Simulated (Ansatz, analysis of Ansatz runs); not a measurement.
# A hop of Cs in Cs3Li2Cl5 (Imm2), charge 0, part 2 of 4

How high is the barrier when Cs changes place in Cs3Li2Cl5 (Imm2)? The case: V_Cs hop (4.1 Å), charge 0, in a cell of 60 host atoms with 1 Cs taken out.

Ansatz 0.2.0; plane-wave PAW DFT, PBEsol; nudged elastic band between two relaxed defect structures.

So far: Set-up; Relaxation of the start point, charge 0.

**3. Relaxation of the end point, charge 0**

Level of this step: plane-wave PAW DFT, PBEsol; relaxation of all atoms of a defect supercell (Ansatz).

The end point is relaxed in the same cell and settings, so that the two energies compare. Atoms more than 3.2 Å from the middle of the hop start where the first relaxation left them, the nearer ones on or close to their ideal places, with small random displacements.

Contents of q0_M1.end/input.yaml:

```yaml
crystal:
  lattice:
    - [-7.26279126, 0.0, 10.05668361]
    - [-9.30599473, 0.0, -6.72048182]
    - [3.53696389, -11.88058461, 0.00400652]
  atoms:
    - { symbol: Cs, position: [0.20390216, 0.17797673, 0.75044846] }
    - { symbol: Cs, position: [0.28964668, 0.30203879, 0.24650641] }
    - { symbol: Cs, position: [0.24748727, 0.4906636, 0.00064362] }
[... 7 atom lines left out ...]
    - { symbol: Cs, position: [0.2215289, 0.67833489, 0.75304223] }
[... 9 atom lines left out ...]
    - { symbol: Cs, position: [0.54040287, 0.17800503, 0.75349856] }
[... 1 atom line left out ...]
    - { symbol: Cs, position: [0.538772, 0.683268, -0.249166] }
[... 1 atom line left out ...]
    - { symbol: Li, position: [0.34640092, 0.37689701, 0.57001617] }
[... 3 atom lines left out ...]
    - { symbol: Cl, position: [0.3751917, 0.43618602, 0.76298098] }
[... 2 atom lines left out ...]
    - { symbol: Cs, position: [0.57923322, 0.96812797, -0.0149964] }
[... 6 atom lines left out ...]
    - { symbol: Cl, position: [0.41468577, 0.74348952, 0.0] }
[... 4 atom lines left out ...]
    - { symbol: Li, position: [0.67446022, 0.37628001, 0.56856707] }
[... 3 atom lines left out ...]
    - { symbol: Cl, position: [0.70852504, 0.43618602, 0.76298098] }
[... 1 atom line left out ...]
    - { symbol: Cs, position: [0.85872428, 0.67801661, 0.7526274] }
[... 8 atom lines left out ...]
    - { symbol: Cl, position: [0.7480191, 0.74348952, 0.0] }
basis:
  ecutwfc: 420
  xc_grid: 2
hamiltonian:
  xc: pbesol
kpoints:
  mp_grid: { grid: [1, 1, 1], shift: [0.25, 0.25, 0.25] }
magnetization:
  spin_polarized: true
  initial_magnetization: 1
  spin_locking: { lock_magnetization: hard }
scf:
  occupations: { method: fermi_dirac, width: 0.01 }
  max_iter: 150
output:
  forces: true
relax:
  f_tol: 0.02
  max_steps: 70
  random_displacement: { amplitude: 0.01, seed: 1524 }
```

The run is started by

```bash
$ ansatz run input.yaml --threads 32 --pin off --max-ram 84787MiB --backend cuda --events-out ev --progress --plain --runs-dir out --max-vram 78GiB
```

Numbers of over 12 decimals in the logs are rounded to 6 here.

Log:

```text
[...]
Crystal: 59 atoms, lattice volume = 1691.758 Å³
Basis set: ecut = 420 eV, 33071 PW (Γ), exchange–correlation on 180×160×180 points (8 copies of the dense FFT grid, shifted against one another)
Bands: 259, of which v1, the nominal top of the filled ones, is band 200 counted from 1 (199 counted from 0)
Symmetry: 1 space group operations
k-points: 1
[...]
Starting moments: Σ|m| = 1 μB on 59 of 59 sites
[...]
SCF iter   1: F=—  HF=-129354.822288 eV  |F-HF|=—  |Δ(HF+E_count)|=         —  Δρ=1.96e-2 (↑1.84e-2 ↓1.96e-2)  dr2=7.80e1  dr2_m=4.37e-2  M=1.000 μB ∫|m|=1.029 μB  β_m=0.30  ethr=3.10e-3  ⟨swp⟩=10.0  Hψ=2578  notcnv=0  defer=62
[...]
SCF iter   2: F=—  HF=-129339.329126 eV  |F-HF|=—  |Δ(HF+E_count)|=    1.55e1  Δρ=1.12e-2 (↑1.02e-2 ↓1.12e-2)  dr2=3.05e1  dr2_m=2.23e-2  M=1.000 μB ∫|m|=1.033 μB  β_m=0.52  ethr=3.10e-3  ⟨swp⟩=3.0  Hψ=788  notcnv=0  defer=106
[...]
- { symbol: Cs, position: [0.543331, 0.666050, -0.230160] }
    - { symbol: Li, position: [0.489488, 0.087094, 0.430229] }
    - { symbol: Li, position: [0.341999, 0.372059, 0.564724] }
[...]
- { symbol: Cs, position: [0.619494, 0.782289, 0.229757] }
[...]
- { symbol: Li, position: [0.486066, 0.591876, 0.437338] }
    - { symbol: Li, position: [0.347563, 0.873673, 0.570184] }
[...]
- { symbol: Cs, position: [0.902702, 0.492944, -0.000703] }
    - { symbol: Li, position: [0.815622, 0.087759, 0.428938] }
    - { symbol: Li, position: [0.677422, 0.370444, 0.563072] }
[...]
- { symbol: Cs, position: [0.874564, 0.680963, 0.753796] }
    - { symbol: Cs, position: [0.956949, 0.804952, 0.247344] }
    - { symbol: Cs, position: [0.917072, 0.993299, -0.000571] }
    - { symbol: Li, position: [0.821445, 0.590404, 0.434278] }
    - { symbol: Li, position: [0.673791, 0.873420, 0.567528] }
[...]
- { symbol: Cl, position: [0.796603, 0.557449, 0.242016] }
    - { symbol: Cl, position: [0.826222, 0.897216, 0.477135] }
    - { symbol: Cl, position: [0.707365, 0.936384, 0.762175] }
    - { symbol: Cl, position: [0.756534, 0.752735, -0.000348] }
[key lines of the parts left out:]
SCF converged after 14 iterations
```

Wall time 5.8 s (1 × NVIDIA GB200 with 32 threads of Arm Neoverse V2, shared host); peak memory 1.5 GiB.

Step by step:

```csv
step,energy less that of the first step (eV),largest force component (eV/Å)
1,0.0000,0.3307
2,-0.3771,0.1396
3,-0.4954,0.0307
4,-0.5019,0.0114
5,-0.5026,0.0039
```

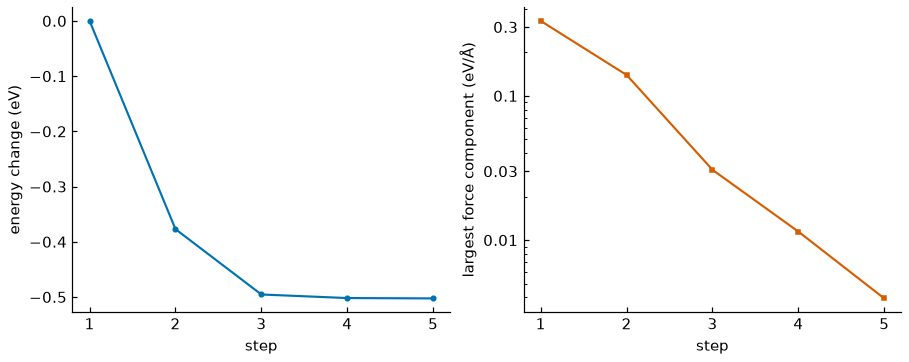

Energy and largest force along the relaxation.

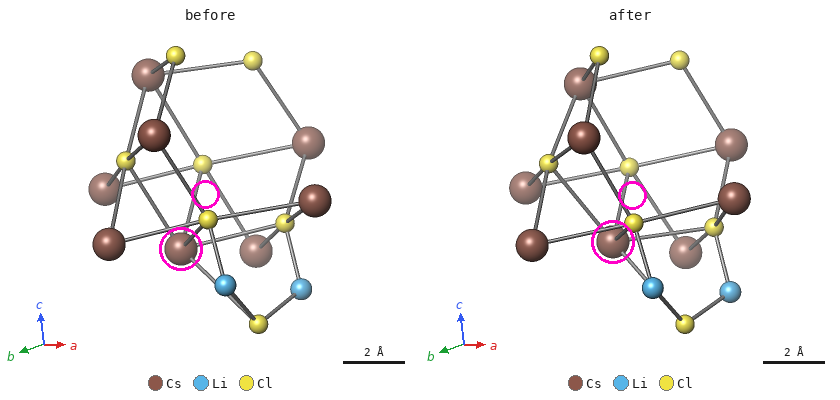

Before and after: the atoms that start within 5 Å of the centre. Cs23, which moves most, is ringed if it is among them. A ring with no atom in it marks the middle of the ideal hop.

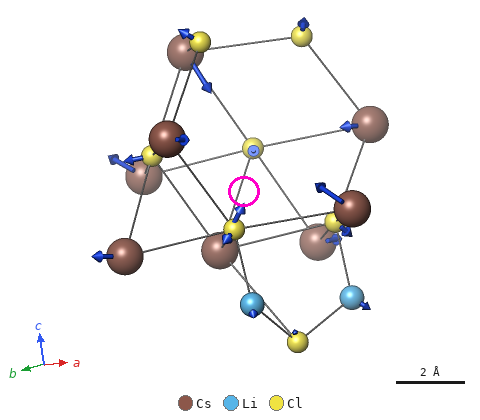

Displacements in the relaxation from the typed sites near the centre, exaggerated; the longest in the cell stands for 0.34 Å. A ring marks the middle of the ideal hop wherever no atom is near it.

The atoms that moved most (Å, from the sites as typed, ahead of the random displacement):

```csv
atom,dx,dy,dz,length
Cs23,0.195,-0.225,0.161,0.338
Cs21,-0.217,-0.204,-0.154,0.335
Cs31,0.124,0.267,0.082,0.306
Cs32,-0.204,-0.171,-0.148,0.305
Cs22,-0.202,0.123,-0.151,0.280
Cl35,0.043,-0.201,0.059,0.214
Cs11,0.092,-0.017,-0.174,0.198
Cs50,-0.138,-0.013,0.138,0.196
```

Neighbours of Cs23 at the end:

```csv
atom,distance (Å)
Cl48,3.403
Cl29,3.412
Cl59,3.504
Cl39,3.512
Cl35,3.609
Cl55,3.624
Cl58,3.739
Cl38,3.755
```

Numbers from this step:

```yaml
free_energy: -129328.7970 eV
smearing_term_ts: 0.008514 eV
total_moment: 1 μB
integral_of_the_absolute_spin_density: 1.045 μB
spin_contamination: 2.25e-4
r_m_s_move_of_the_farther_half_of_the_atoms: 0.07134 Å
largest_move_from_the_ideal_geometry_of_this_structure_a_common_shift_of_the_far_atoms_taken_out: 0.3443 Å
```

The relaxation gained 0.503 eV and ended with a largest force component of 0.0039 eV/Å. The end lies 0.116 eV below the start.

(Continued in part 3 of 4.)

[Logs are printed without paths, hosts, clocks, repeated set-up lines and the standing remarks that a program may print on its own settings, such as how far it seeks lower states.]

[Hosts, paths, dates, database ids (printed as entryN), source tags and the programs' standing remarks are cut or masked in the printed files.]
